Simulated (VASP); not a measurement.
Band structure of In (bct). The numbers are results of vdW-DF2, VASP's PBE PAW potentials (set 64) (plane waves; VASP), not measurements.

Unless said otherwise, spin-orbit coupling is left out, though it shifts the bands of the heavy elements here.

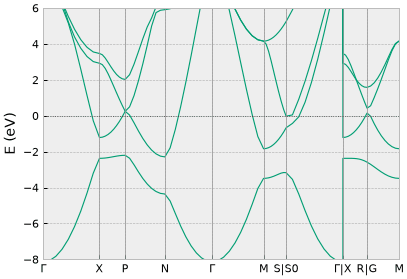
*Bands along high-symmetry lines, zero at the valence-band maximum or, without a gap, the Fermi level*

Task: Read the plot: is there a gap, and where are the band edges?

Result: It has no gap at this level: it comes out as a metal or semimetal. (Edges off the drawn lines would not show.)

The compound is In in the bct structure. It was relaxed first, which changed the volume by +25 %.
